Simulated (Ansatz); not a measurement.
**CCSDT/STO-3G run of BH5S (B(H2S)H3)**

What is the energy change on altering one bond length of BH5S (B(H2S)H3) at CCSDT/STO-3G? 

The results are computed with Ansatz 0.2.0.

43 further runs of the same task are left out: 43 set aside as unsound or not needed.

## 1. The system as given

BH5S has 7 atoms, charge 0, and is taken as a singlet. As SMILES, `[H]B([H])([H])<-S`. Geometry: relaxed at GFN2-xTB.

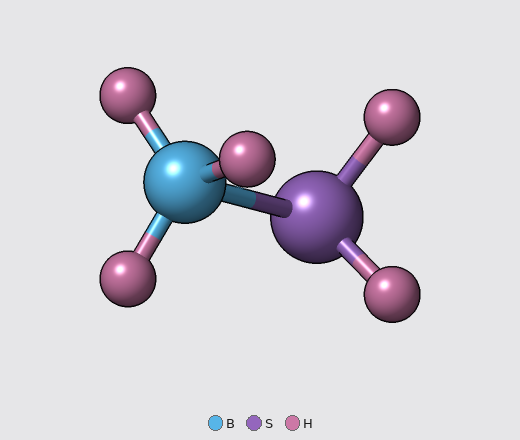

The structure, seen from a chosen angle (boron blue, sulfur purple, hydrogen pink).

## 2. The energy at CCSDT/STO-3G

File in.yaml:

```yaml
crystal:
  periodic: [false, false, false]
  atoms:
    - {symbol: B, position_ang: [0.127630, -0.217240, -0.817090]}
    - {symbol: S, position_ang: [0.134050, -0.231310, 1.222430]}
    - {symbol: H, position_ang: [0.506250, 1.037510, 1.415020]}
    - {symbol: H, position_ang: [-1.154430, 0.067690, 1.414850]}
    - {symbol: H, position_ang: [1.280190, -0.216980, -1.075620]}
    - {symbol: H, position_ang: [-0.453000, 0.779570, -1.081760]}
    - {symbol: H, position_ang: [-0.440700, -1.219250, -1.077830]}
basis:
  gaussian: {orbitals: STO-3G}
scf: {omitted_lower_state_checks: [cluster_reference, increment]}
correlation: {method: ccsdt, frozen_orbitals: {B: 1, H: 0, S: 5}}
accuracy: high
```

The run is started by

```sh
$ ansatz run in.yaml --threads 1 --pin off --max-ram 2610MiB --events-out events.jsonl --progress --plain --runs-dir runs
```

Log, shortened:

```text
Warning: RAYON_NUM_THREADS=1 ignored (pool sized by the plan → 1); use --threads N
Functional definition: HF
  name "HF"
[...]
329 factors; integrals over basis functions are off by at most 8.7e-9 eV
[...]
mean field -11440.34286568 eV, -420.4248457708 hartree, gradient 6.2e-9 eV, S^2 0.000000; 0 other end points of the search recorded, 0 dependent functions left out
6 core orbitals not correlated: weight in the atoms' cores, before any rotation towards them, 1.000 or more for the frozen orbitals, at most 0.000 for the correlated occupied ones
reference -11440.34286568 eV, -420.4248457708 hartree; 7, 7 occupied and 6, 6 virtual orbitals, 329 factors
second order -2.00781740 eV of doubles, -0.00000000 eV of singles
cycle   1  -2.56609216 eV  change   -5.6e-1 eV  update   5.9e-2
[...]
cycle  19  -2.88049394 eV  change    1.3e-9 eV  update   1.2e-9
Total energy: -11443.22335962 eV, -420.5307019706 hartree
Checks for a lower state left out: cluster_reference, increment
```

Wall time 0.22 s (1 thread of Arm Neoverse V2, shared host).

## 3. The distorted shape at the same level

File run.yaml:

```yaml
basis:
  gaussian: {orbitals: STO-3G}
crystal:
  periodic: [false, false, false]
  atoms:
    - {symbol: B, position_ang: [0.126025, -0.213722, -1.326997]}
    - {symbol: S, position_ang: [0.134050, -0.231310, 1.222430]}
    - {symbol: H, position_ang: [0.506250, 1.037510, 1.415020]}
    - {symbol: H, position_ang: [-1.154430, 0.067690, 1.414850]}
    - {symbol: H, position_ang: [1.278585, -0.213462, -1.585527]}
    - {symbol: H, position_ang: [-0.454605, 0.783088, -1.591667]}
    - {symbol: H, position_ang: [-0.442305, -1.215732, -1.587737]}
correlation: {method: ccsdt, frozen_orbitals: {B: 1, H: 0, S: 5}}
accuracy: high
scf: {omitted_lower_state_checks: [cluster_reference, increment]}
```

The run is started by

```sh
$ ansatz run run.yaml --threads 1 --pin off --max-ram 2610MiB --events-out events.jsonl --progress --plain --runs-dir runs
```

Log, shortened:

```text
Warning: RAYON_NUM_THREADS=1 ignored (pool sized by the plan → 1); use --threads N
[... 2 set-up lines as earlier in the session ...]
[...]
320 factors; integrals over basis functions are off by at most 1.2e-8 eV
[...]
mean field -11439.61315734 eV, -420.3980294839 hartree, gradient 1.8e-8 eV, S^2 0.000000; 0 other end points of the search recorded, 0 dependent functions left out
6 core orbitals not correlated: weight in the atoms' cores, before any rotation towards them, 1.000 or more for the frozen orbitals, at most 0.000 for the correlated occupied ones
reference -11439.61315734 eV, -420.3980294839 hartree; 7, 7 occupied and 6, 6 virtual orbitals, 320 factors
second order -1.90358106 eV of doubles, -0.00000000 eV of singles
cycle   1  -2.44286777 eV  change   -5.4e-1 eV  update   6.1e-2
[...]
cycle  20  -2.75484892 eV  change   -1.2e-9 eV  update   1.1e-9
Total energy: -11442.36800626 eV, -420.4992683145 hartree
Checks for a lower state left out: cluster_reference, increment
```

Wall time 0.22 s (1 thread of Arm Neoverse V2, shared host).

## 4. Outcome

Level: CCSDT/STO-3G, 6 core orbitals frozen.

| quantity | value |
| --- | --- |
| first shape: total energy | -420.53070 Eh |
| first shape: correlation energy (6 core orbitals frozen) | -105.9 mEh |
| first shape: T1 diagnostic | 0.006 |
| distorted shape: total energy | -420.49927 Eh |
| distorted shape: correlation energy (6 core orbitals frozen) | -101.2 mEh |
| distorted shape: T1 diagnostic | 0.007 |
| energy change with the B1–S2 bond stretched from 2.040 to 2.550 Å | 0.855 eV |

With the B1–S2 bond stretched from 2.040 to 2.550 Å the energy rises by 0.86 eV (82.5 kJ/mol). The first shape isn't relaxed at this level, so the change isn't measured from a minimum. The minimal basis adds a large error of its own.
